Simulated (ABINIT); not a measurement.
# LiCl (Fm-3m): G0W0 with ABINIT, start to end, part 3 of 3

Aim: the G0W0 gap of LiCl (Fm-3m) on PBE, step by step.

ABINIT 10.8.3; PBE and many-body steps on it, plane waves. Known limits of the many-body steps: not at the basis limit.

So far. Step 4 (Empty states on the mesh, 6×6×6 mesh, 876 bands): On this mesh the gap is 6.285 eV. Step 5 (Screening, 6×6×6 mesh, 406 bands, screening to 359.2 eV): Local fields lower ε∞ by 15 %.

## 6. Self-energy, 6×6×6 mesh, 406 bands, screening to 359.2 eV

The self-energy is evaluated for the states that the input lists, and the levels follow from it, in one-shot runs by the linearised quasiparticle equation.

This step: G0W0 on PBE, plane waves, norm-conserving pseudopotentials.

The input, run.abi:

```
acell 3*1.0 Angstrom
rprim 
  0.000000000000 2.571500000000 2.571500000000
  2.571500000000 0.000000000000 2.571500000000
  2.571500000000 2.571500000000 -0.000000000000
ntypat 2
znucl 3 17
natom 2
typat 1 2
xred 
  0.000000000000 0.000000000000 0.000000000000
  0.500000000000 0.500000000000 0.500000000000
pp_dirpath "pseudos"
pseudos "Li.upf, Cl.upf"
ecut 33
ngkpt 6 6 6
nshiftk 1
shiftk 0 0 0
kptopt 1
chksymbreak 0
istwfk *1
occopt 1
irdwfk 1
optdriver 4
nband 406
gwcalctyp 0
ecutsigx 33
symsigma 1
nkptgw 3
kptgw 
  0.0000000000 0.0000000000 0.0000000000
  0.5000000000 0.0000000000 0.0000000000
  0.5000000000 0.5000000000 0.0000000000
bdgw 
  3 9
  4 8
  4 7
ecuteps 13.2
irdscr 1
ppmodel 1
indata_prefix "in"
outdata_prefix "out"
tmpdata_prefix "tmp"
```

Run with:

```sh
> OMP_NUM_THREADS=1 mpirun -n 8 abinit run.abi > log
```

Numbers of over 12 decimals in the logs are rounded to 6 here.

Log:

```text
.Version 10.8.3 of ABINIT. v10.8.2 released Aug 2026.

 Symmetries : space group Fm -3 m (#225); Bravais cF (face-center cubic)
[... echo of the input left out ...]
== DATASET  1 ==================================================================
-   mpi_nproc: 8, omp_nthreads: 1 (-1 if OMP is not activated)

--- !DatasetInfo
iteration_state: {dtset: 1, }
dimensions: {natom: 2, nkpt: 16, mband: 406, nsppol: 1, nspinor: 1, nspden: 1, mpw: 2092, }
cutoff_energies: {ecut:  33.0, pawecutdg:  -1.0, }
electrons: {nelect:   1.00000000E+01, charge:   0.00000000E+00, occopt:   1.00000000E+00, tsmear:   1.00000000E-02, }

 SIGMA: Calculation of the GW corrections

 Based on a program developped by R.W. Godby, V. Olevano, G. Onida, and L. Reining.
 Incorporated in ABINIT by V. Olevano, G.-M. Rignanese, and M. Torrent.
.Using double precision arithmetic ; gwpc =  8

[... cell and pseudopotentials left out ...]
--------------------------------------------------------------------------------

 ==== K-mesh for the wavefunctions ====
 Number of points in the irreducible wedge :    16
[... list of points left out ...]
 Together with 48 symmetry operations and time-reversal symmetry
 yields   216 points in the full Brillouin Zone.

 ==== Q-mesh for screening function ====
 Number of points in the irreducible wedge :    16
[... list of points left out ...]
 Together with 48 symmetry operations and time-reversal symmetry
 yields   216 points in the full Brillouin Zone.

 vcoul_init : cutoff-mode = AUXILIARY_FUNCTION
 q-points for optical limit:   1
     1)      0.000010    0.000020    0.000030
 setmesh: FFT mesh size selected  =    36x   36x   36
          total number of points  =        46656

 Number of electrons calculated from density =   10.0000; Expected =   10.0000
 average of density, n =  0.043573
 r_s =    1.7629
 omega_plasma =   20.1355 [eV]

 === KS Band Gaps ===
  >>>> For spin  1
   Minimum direct gap =   6.2845 [eV], located at k-point      :   0.0000  0.0000  0.0000
   Fundamental gap    =   6.2845 [eV], Top of valence bands at :   0.0000  0.0000  0.0000
                                       Bottom of conduction at :   0.0000  0.0000  0.0000
 SIGMA fundamental parameters:
 PLASMON POLE MODEL  1
 number of plane-waves for SigmaX                 2085
 number of plane-waves for SigmaC and W            531
 number of plane-waves for wavefunctions          2085
 number of bands                                   406
 number of independent spin polarizations            1
 number of spinorial components                      1
 number of k-points in IBZ                          16
 number of q-points in IBZ                          16
 number of symmetry operations                      48
 number of k-points in BZ                          216
 number of q-points in BZ                          216
 number of frequencies for dSigma/dE                 9
 frequency step for dSigma/dE [eV]                0.25
 number of omega for Sigma on real axis              0
 max omega for Sigma on real axis  [eV]           0.00
 zcut for avoiding poles [eV]                     0.10

 EPSILON^-1 parameters (SCR file):
 dimension of the eps^-1 matrix on file            531
 dimension of the eps^-1 matrix used               531
 number of plane-waves for wavefunctions          2085
 number of bands                                   406
 number of q-points in IBZ                          16
 number of frequencies                               2
 number of real frequencies                          1
 number of imag frequencies                          1

 matrix elements of self-energy operator (all in [eV])

 Perturbative Calculation

--- !SelfEnergy_ee
iteration_state: {dtset: 1, }
kpoint     : [   0.000,    0.000,    0.000, ]
spin       : 1
KS_gap     :    6.285
QP_gap     :    9.056
Delta_QP_KS:    2.771
data: !SigmaeeData |
     Band     E0 <VxcDFT>   SigX SigC(E0)      Z dSigC/dE  Sig(E)    E-E0       E
        3   0.193 -14.693 -19.029   1.692   0.802  -0.247 -16.813  -2.120  -1.927
        4   0.193 -14.693 -19.029   1.692   0.802  -0.247 -16.813  -2.120  -1.927
        5   0.193 -14.693 -19.029   1.692   0.802  -0.247 -16.813  -2.120  -1.927
        6   6.477  -9.170  -4.732  -3.668   0.846  -0.182  -8.518   0.652   7.129
        7  11.985  -9.607  -4.365  -3.876   0.840  -0.191  -8.460   1.147  13.132
        8  11.985  -9.607  -4.365  -3.876   0.840  -0.191  -8.460   1.147  13.132
        9  11.985  -9.607  -4.365  -3.876   0.840  -0.191  -8.460   1.147  13.132

--- !SelfEnergy_ee
iteration_state: {dtset: 1, }
kpoint     : [   0.500,    0.000,    0.000, ]
spin       : 1
KS_gap     :    6.990
QP_gap     :    9.897
Delta_QP_KS:    2.906
data: !SigmaeeData |
     Band     E0 <VxcDFT>   SigX SigC(E0)      Z dSigC/dE  Sig(E)    E-E0       E
        4  -0.060 -14.521 -18.956   1.748   0.801  -0.248 -16.673  -2.153  -2.212
        5  -0.060 -14.521 -18.956   1.748   0.801  -0.248 -16.673  -2.153  -2.212
        6   6.931  -8.336  -3.976  -3.475   0.852  -0.173  -7.582   0.754   7.685
        7   9.629  -8.912  -3.897  -3.674   0.848  -0.179  -7.775   1.137  10.766
        8   9.629  -8.912  -3.897  -3.674   0.848  -0.179  -7.775   1.137  10.766

--- !SelfEnergy_ee
iteration_state: {dtset: 1, }
kpoint     : [   0.500,    0.500,    0.000, ]
spin       : 1
KS_gap     :    8.900
QP_gap     :   12.099
Delta_QP_KS:    3.199
data: !SigmaeeData |
     Band     E0 <VxcDFT>   SigX SigC(E0)      Z dSigC/dE  Sig(E)    E-E0       E
        4  -0.892 -13.692 -18.391   1.921   0.800  -0.250 -15.914  -2.222  -3.114
        5  -0.892 -13.692 -18.391   1.921   0.800  -0.250 -15.914  -2.222  -3.114
        6   8.008  -9.292  -4.612  -3.529   0.848  -0.179  -8.316   0.976   8.985
        7   8.451  -8.226  -3.885  -3.389   0.853  -0.172  -7.413   0.813   9.263

== END DATASET(S) ==============================================================
================================================================================

 -outvars: echo values of variables after computation  --------
           etotal      0.0000000000E+00
            nband         406
             nkpt          16
          spgroup         225
 [... the other variables as echoed above ...]

 Calculation completed.
```

The job ended after 8.7 min (8 MPI ranks of Arm Neoverse N1, shared host; peak memory 5.9 GiB; 69 min of CPU time).

Numbers from this step:

```yaml
g0w0_gap_on_the_points_computed: 9.056 eV
starting_gap_on_the_mesh: 6.285 eV
k_of_the_valence_top: 0, 0, 0
k_of_the_conduction_bottom: 0, 0, 0
z_at_the_valence_top: 0.802
z_at_the_conduction_bottom: 0.846
least_direct_g0w0_gap_on_the_computed_points: 9.056 eV
```

The gap on the mesh goes from 6.28 eV to 9.06 eV, a correction of +2.77 eV.

Limits: finite bands, cutoff and mesh. v1 is the top filled band, c1 the lowest empty one. Levels before and after the correction, in eV, zero at the valence-band top of each column:

```
           conduction bottom  valence top
Kohn-Sham               6.28         0.00
     G0W0               9.06         0.00
```

```
             level  energy (eV)
Kohn-Sham  Γ v3-v1        0.000
Kohn-Sham     Γ c1        6.285
Kohn-Sham  Γ c2-c4       11.792
     G0W0  Γ v3-v1        0.000
     G0W0     Γ c1        9.056
     G0W0  Γ c2-c4       15.059
```

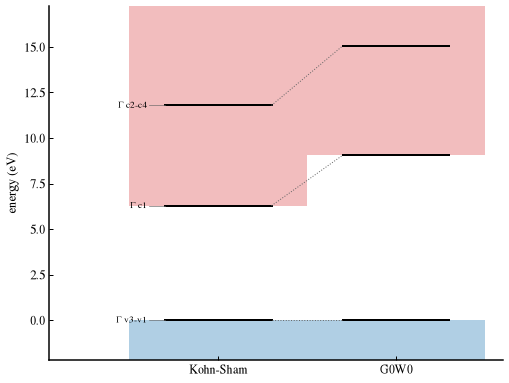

Levels before and after the correction. Shaded: valence and conduction bands.

## 7. Where the time went

Times are wall times on 8 MPI ranks of Arm Neoverse N1, shared host, good to a factor of about two.

```
                          step     time  share  memory (GiB)
                  ground state    6.3 s    0 %          0.51
bands along the symmetry lines    5.9 s    0 %          0.47
      empty states on the mesh     34 s    2 %           2.5
                     screening   22 min   70 %           5.0
                   self-energy  8.7 min   28 %           5.9
```

## 8. What came out

```yaml
pbe_gap: 6.28 eV, indirect (only 2 meV under the direct gap)
g0w0_gap_on_the_mesh: 9.06 eV
gw_settings: 6×6×6 mesh, 406 bands, screening to 359.2 eV, Godby-Needs plasmon pole
known_limits: not at the basis limit
```

What this shows: G0W0 moves the gap on the mesh from 6.28 eV to 9.06 eV (+2.77 eV), with Z of 0.80 and 0.85 at the edges. Local fields lower the RPA ε∞ on this mesh from 3.25 to 2.75. Only 3 of the mesh's irreducible points were corrected, so a valley elsewhere could overtake. The dearest step here is «screening». Bands and cutoff are finite, so the gap is not at the basis limit. The miss can reach some tenths of an eV and take either sign; the mesh is an error of its own. In the G0W0 run levels were corrected at 3 k points alone, so a gap called «on the mesh» is the least over those, and an edge elsewhere would be missed.

[Paths, hosts, dates, memory and timing lines, banners, echoed tables and standing remarks are left out of the program output.]

[Logs are printed without paths, hosts, clocks, repeated set-up lines and the standing remarks that a program may print on its own settings, such as how far it seeks lower states.]

[Runs of the session that timed out or met a known fault of the program may be left out.]

[Hosts, paths, dates, database ids (printed as entryN), source tags and the programs' standing remarks are cut or masked in the printed files.]

[G0W0 gaps are taken among the corrected bands and points alone; a level outside them can change the order at an edge.]

[Where Ansatz stands beside ABINIT at settings called matched, ABINIT's density can come from a denser mesh and the files from another edition; pairs whose starting gaps differed by over 0.03 eV were left out, so agreement reads better than it is.]
